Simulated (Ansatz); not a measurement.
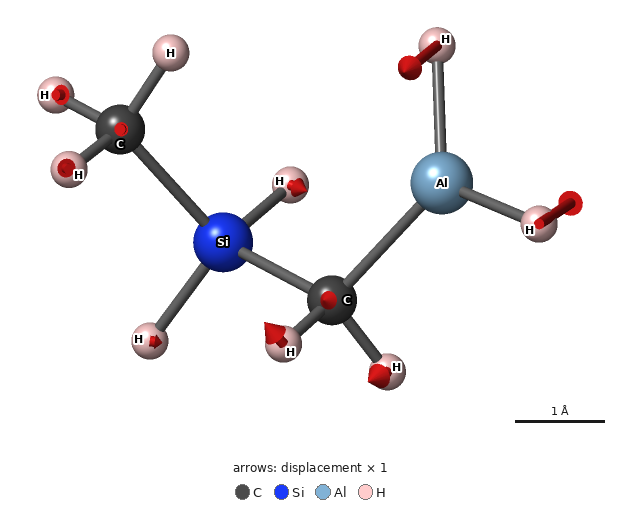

This is a relaxation of C2H9AlSi. The starting structure is drawn; red arrows show the displacements, at their true length. The two geometries are superimposed by the best rigid fit.

Style: ball-and-stick. Shown at a tilt.

The start comes from PBE-D4/def2-SVP.

Level of theory: Ansatz 0.2.0, RKS PBE0-D4/def2-TZVP.

Input
```yaml
crystal:
  periodic: [false, false, false]
  atoms:
    - {symbol: C, position_ang: [-1.595018, 0.308083, 0.989107]}
    - {symbol: Si, position_ang: [-0.460478, -1.051943, 0.319372]}
    - {symbol: C, position_ang: [1.254320, -0.361724, -0.055160]}
    - {symbol: Al, position_ang: [1.344373, 1.024269, -1.449416]}
    - {symbol: H, position_ang: [-1.186231, 0.739894, 1.926150]}
    - {symbol: H, position_ang: [-1.709785, 1.128547, 0.250317]}
    - {symbol: H, position_ang: [-2.605557, -0.089554, 1.213533]}
    - {symbol: H, position_ang: [-1.052913, -1.619264, -0.948447]}
    - {symbol: H, position_ang: [-0.400647, -2.179166, 1.322680]}
    - {symbol: H, position_ang: [1.709709, 0.048729, 0.876057]}
    - {symbol: H, position_ang: [1.937294, -1.184427, -0.370291]}
    - {symbol: H, position_ang: [2.761043, 1.657751, -1.854773]}
    - {symbol: H, position_ang: [0.024391, 1.544106, -2.204228]}
basis:
  gaussian: {orbitals: def2-TZVP}
hamiltonian: {xc: pbe0, dispersion: d4}
relax: {f_tol: 0.005, max_steps: 150}
```

Command:
```bash
ansatz run in.yaml --threads 4 --pin off --events-out ev --progress --plain --max-ram 10444MiB
```

**Atoms of which element are displaced furthest, and by how much?**

Hydrogen: up to 1.63 Å, against 0.22 Å for carbon.

**What did the optimiser do to the structure, and how much energy did it gain?**

The atom that moves furthest after the best rigid fit is H12 (1.63 Å). By element the largest moves are H 1.63 Å, C 0.22 Å, Si 0.10 Å, Al 0.03 Å. Some distances before and after: C3–Al4 1.968 → 1.945 Å, C1–Si2 1.894 → 1.872 Å, Si2–H9 1.510 → 1.491 Å, C3–H10 1.115 → 1.096 Å. Bond angles that change, for instance: Si2–C3–Al4 116.1° → 112.1°, H10–C3–H11 104.9° → 108.1°, Al4–C3–H11 106.9° → 109.4°. Groups turn about C3–Al4 by about 75°. Over 25 accepted moves (29 points after the start) the energy falls by 0.083 eV. Largest force component: 0.49 eV/Å at the start, 0.002 eV/Å at the end. The line search rejected the trial steps at points 9, 10, 20, 24 of the run. The forces were under the threshold at step 3, but the run went on from there.
